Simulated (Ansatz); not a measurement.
Input

```
crystal:
  periodic: [false, false, false]
  atoms:
    - {symbol: H, position_ang: [-0.168590, 0.335748, 0.833218]}
    - {symbol: N, position_ang: [-0.597097, -1.050958, 0.686211]}
    - {symbol: Si, position_ang: [-0.747512, -1.367392, -1.035703]}
    - {symbol: Si, position_ang: [0.705556, 1.657236, 0.759738]}
    - {symbol: F, position_ang: [2.088748, 1.423457, 1.482462]}
    - {symbol: F, position_ang: [0.002293, 2.892426, 1.439867]}
    - {symbol: F, position_ang: [1.001025, 2.029883, -0.744577]}
    - {symbol: H, position_ang: [0.202090, -1.511714, 1.124686]}
    - {symbol: H, position_ang: [-1.382038, -2.707455, -1.152611]}
    - {symbol: H, position_ang: [-1.637876, -0.323914, -1.598065]}
    - {symbol: H, position_ang: [0.533401, -1.377317, -1.795225]}
basis:
  gaussian: {orbitals: def2-TZVPP}
magnetization: {spin_polarized: true, initial_magnetization: 1}
hamiltonian: {xc: pbe0, dispersion: d4}
output: {orbitals: {seedname: orbitals}}
```

Run with:

```sh
ansatz run in.yaml --threads 4 --pin off --events-out ev --progress --plain --max-ram 63488MiB --backend cpu
```

A transition-state structure; geometry: PBE0-D4/def2-TZVP.

Method: UKS PBE0-D4/def2-TZVPP (Ansatz 0.2.0).

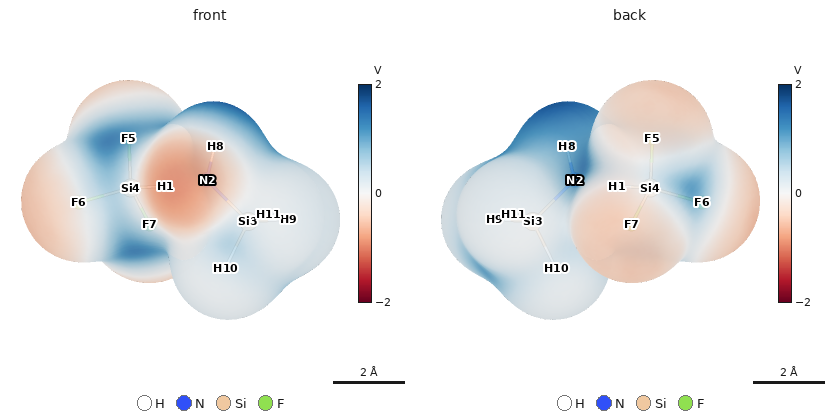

F3HSi···H4NSi (doublet). The molecular electrostatic potential painted on the density surface at 0.001 e/bohr³, seen from the front and from behind; red is negative and blue positive.

Which sites attract a positive test charge, and which a negative one?

A positive charge is drawn to the negative regions and a negative charge to the positive ones. The most negative region (about −0.9 V, or −21 kcal/mol for a unit charge) lies over N2, the most positive (about +1.6 V, or +37 kcal/mol for a unit charge) over H8.
